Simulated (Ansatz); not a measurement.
## Electronic structure of H5NSSi···PH3 in real space

```xyz
12

Si   -0.4406   -0.8904    0.3141
S     0.4757    0.2678    1.9281
H    -1.5285    0.0306   -0.1501
H     0.6046   -1.1589   -0.7275
N    -1.1655   -2.4246    0.6918
H     0.9456    1.9509   -0.5484
P     0.6461    2.1370   -1.9477
H     1.5901   -0.5124    2.0074
H    -1.9583   -2.4430    1.3403
H    -0.5513   -3.2238    0.8736
H     1.7045    3.1013   -2.1161
H    -0.3225    3.1657   -1.6652
```

Level of theory: RKS PBE-D4/def2-SVP in Ansatz.

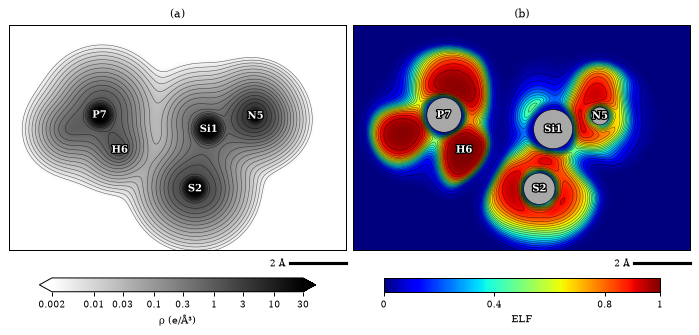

Figure 1. (a) electron density; (b) electron localisation function on the plane of atoms S2, Si1 and N5. Grey discs cover the atomic cores in the ELF map.

**Interpret the plot.**

Atoms in the plane: Si, S, N, H and P.
Si1···P7 (3.93 Å): the density falls to about 0.03 e/Å³ on the way; the ELF dips to about 0 between them (a non-bonded, intermolecular contact).
Si–N (1.74 Å): ρ at the midpoint is about 1.1 e/Å³; the ELF peaks at about 0.90 between the atoms; a polar covalent bond.
Si–S (2.19 Å): ρ at the midpoint is about 0.75 e/Å³, with its minimum of 0.59 e/Å³ about 0.8 Å from Si; the ELF peaks at about 0.90 between the atoms: localised, covalent bonding.
P–H (1.44 Å): the density is about 1 e/Å³ at the midpoint; the ELF climbs to about 1 towards the hydrogen, as it does in any bond to H.
The ELF also peaks beside S2, N5 and P7, away from the bonds: lone-pair regions.

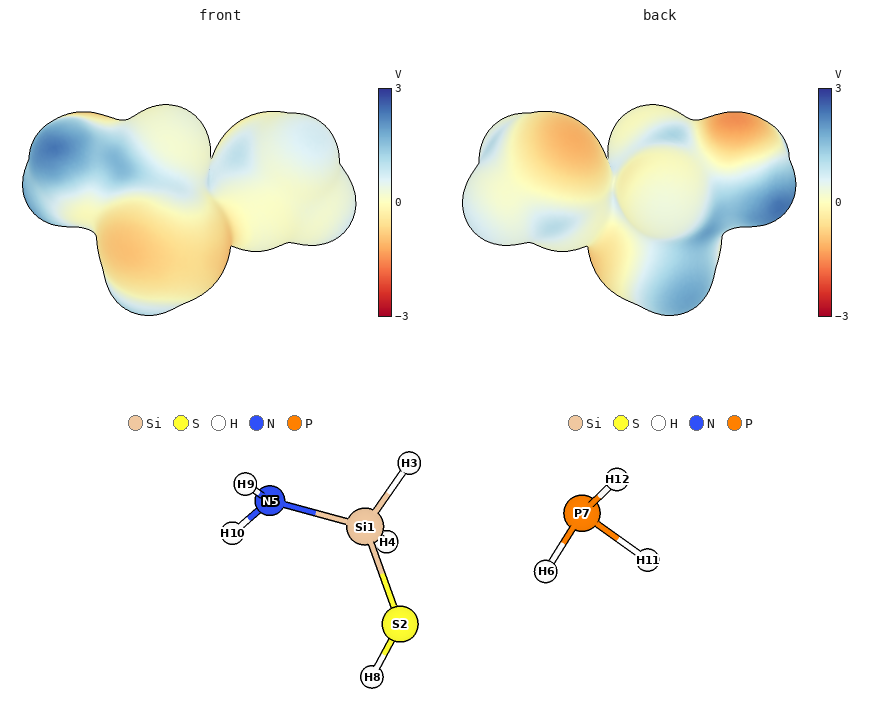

Figure 2. The molecular electrostatic potential painted on the density surface at 0.004 e/bohr³, seen from the front and from behind; red is negative and blue positive. The bare structure is drawn below in the same view.

**Where is the surface potential most negative and most positive?**

The most negative region (about −1.4 V) lies over N5, the most positive (about +2.3 V) over H9 and H10. N5 is the likeliest acceptor of a hydrogen bond.

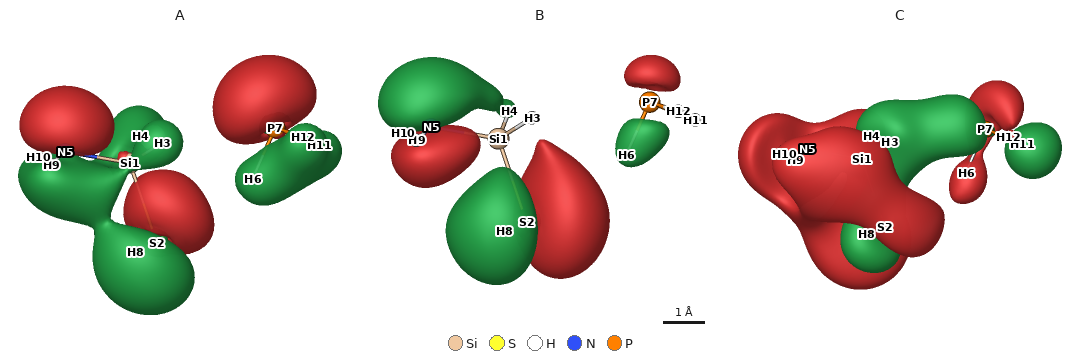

Figure 3. Three frontier orbitals at ±0.06 Å⁻³ᐟ² (green and red are the two phases), in no order.

**Which picture is the HOMO−1, the HOMO and the LUMO?**

A is the HOMO−1 (−6.22 eV). Its weight (Hirshfeld) is mainly on N5 (about 30 %), S2 (about 30 %) and P7 (about 20 %); largely a combination of lone pairs on N5, S2 and P7. B is the HOMO (−5.77 eV). Its weight (Hirshfeld) is mainly on S2 (about 55 %) and N5 (about 30 %); largely a combination of lone pairs on S2 and N5. C is the LUMO (−0.21 eV). By Hirshfeld shares it lies mainly on Si1 (about 20 %), S2 (about 20 %), H8 (about 20 %), P7 (about 10 %), N5 (about 5 %) and H10 (about 5 %).

**What is the HOMO–LUMO gap?**

5.56 eV between the orbital energies.
